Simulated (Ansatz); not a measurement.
# H$_{2}$···H$_{4}$OSi (SMILES [H][H].[SiH3]O): what the fields show

| atom | x (Å) | y (Å) | z (Å) |
| --- | --- | --- | --- |
| H | 0.0198 | -0.2434 | -2.5251 |
| H | -0.5611 | -0.2680 | -2.9933 |
| Si | 0.4152 | 0.3086 | 0.8966 |
| O | -0.8080 | -0.5932 | 1.5329 |
| H | -0.1006 | 1.4937 | 0.1578 |
| H | 1.2364 | 0.7488 | 2.0469 |
| H | 1.2524 | -0.4858 | -0.0448 |
| H | -1.4540 | -0.9607 | 0.9291 |

Geometry: PBE0-D4/def2-TZVP.

Computed with RKS PBE0-D4/def2-TZVPPD (Ansatz 0.2.0).

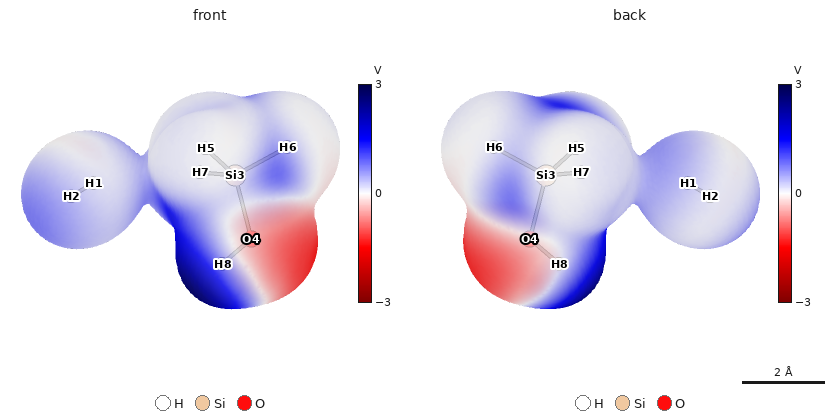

Figure 1. The electrostatic potential painted on the density surface at 0.002 e/bohr³, seen from the front and from behind; red is negative and blue positive.

Describe the electrostatic potential map.

The most negative region (about −1.3 V) lies over O4, the most positive (about +2.7 V) over H8. O4 is the likeliest acceptor of a hydrogen bond.

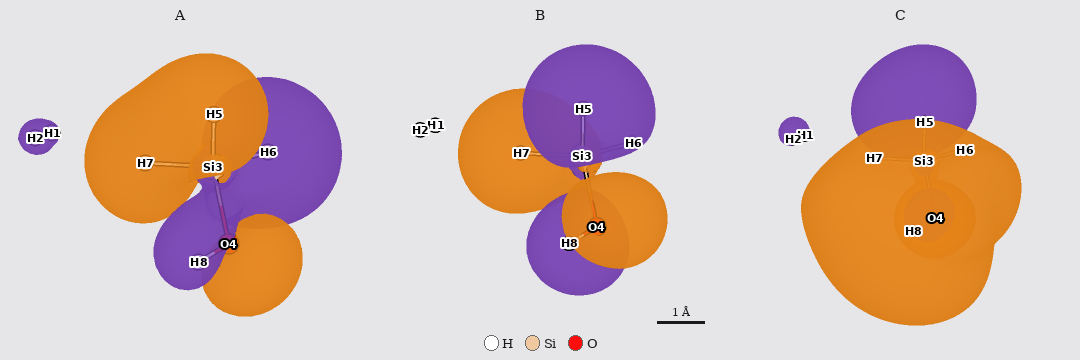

Figure 2. Three frontier orbitals at ±0.05 Å⁻³ᐟ² (orange and purple are the two phases), in no order.

Which picture is the HOMO−1, the HOMO and the LUMO?

A is the HOMO−1 (−9.37 eV). By Hirshfeld shares it lies mainly on Si3 (about 30 %), H6 (about 25 %), O4 (about 20 %), H5 (about 10 %) and H7 (about 10 %). B is the HOMO (−8.78 eV). It lies mainly on O4 (about 40 %), Si3 (about 25 %), H7 (about 15 %) and H5 (about 15 %). C is the LUMO (−0.35 eV). Its weight (Hirshfeld) is mainly on Si3 (about 40 %), H8 (about 30 %) and O4 (about 10 %).

What is the HOMO–LUMO gap?

8.43 eV between the orbital energies.

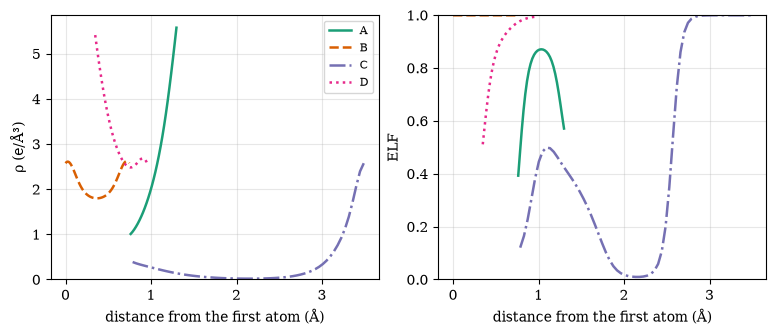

Figure 3. Total electron density and electron localisation function along straight lines between neighbouring atoms. The curves leave out the atomic cores.

Which curve belongs to which contact (H–H, O–H, Si–H and Si–O)? The first atom named is at distance zero.

Curve A: Si–O (1.65 Å): the density is about 1.2 e/Å³ at the midpoint; the ELF peaks at about 0.85 between the atoms (a polar covalent bond). Curve B: H–H (0.75 Å): the density is about 1.8 e/Å³ at the midpoint; the ELF peaks at about 1 between the atoms. Curve C: Si3···H1 (3.49 Å): the density falls to about 0.02 e/Å³ on the way; the ELF dips to about 0 between them: a weak contact between the two molecules. Curve D: O–H (0.96 Å): ρ at the midpoint is about 3.8 e/Å³; the ELF climbs to about 1 towards the hydrogen, as it does in any bond to H (a covalent bond by its length).
